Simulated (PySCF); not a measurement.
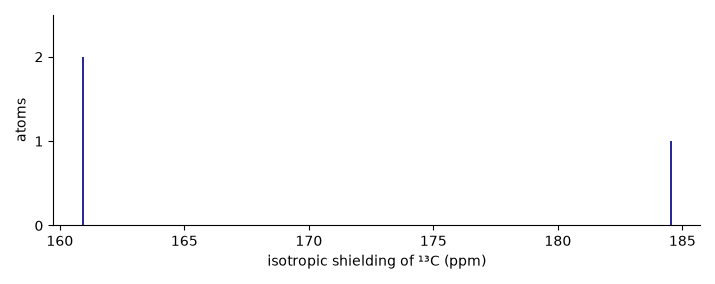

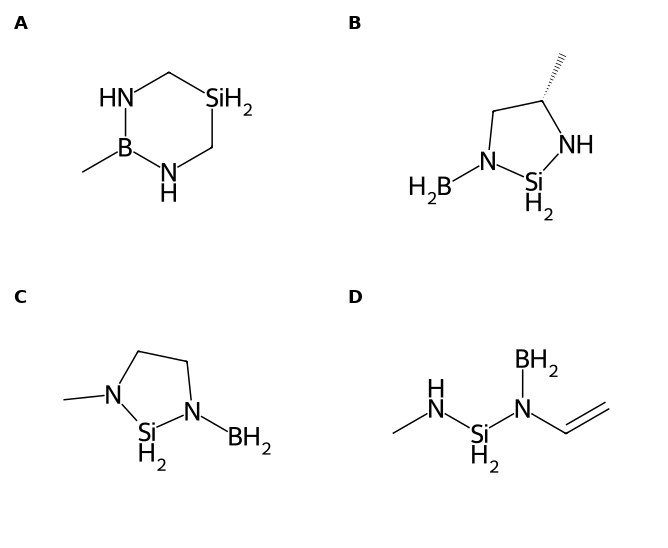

The sticks are computed shieldings of one of the molecules, for one fixed geometry (GFN2-xTB) without averaging over rotations. Low shielding means a high chemical shift. Method: GIAO PBE0/pcSseg-1 NMR shielding, non-relativistic, gas phase (PySCF 2.14.0).

**Match the spectrum to a structure.**

A, `CB1NC[SiH2]CN1`. Its 3 C atoms give lines at 160.9 (2 atoms), 184.5 ppm.

The geometry is semi-empirical. Around B, Si such bond lengths and angles can be off by a tenth of an ångström or more and by several degrees, and values that hang on the shape move with them.
